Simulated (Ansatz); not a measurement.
**WC, pressure series**

Take WC (space group P-6m2, No. 187; a = 2.912 Å, c = 2.836 Å) as the base.

Cell and atoms are relaxed at each pressure.

All numbers come from r2SCAN/PAW in Ansatz (a quantum-chemistry and plane-wave program), no spin-orbit coupling.

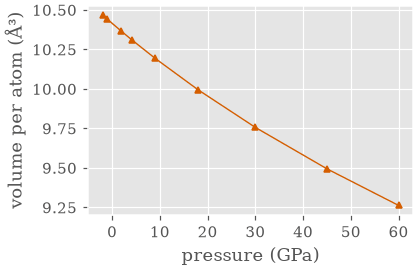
Figure: Volume against pressure

### Question
Estimate the zero-pressure bulk modulus from the plot.

### Answer
About 400 GPa; a third-order Birch–Murnaghan fit to the points gives V₀ = 10.42 Å³/atom, B₀ = 401 GPa and B₀′ = 4.1.

Load acts through the strain it causes; cell and atoms are relaxed under it. Stability against distortions was not tested. Competing high-pressure phases were not computed. The final runs are not spin-polarised.
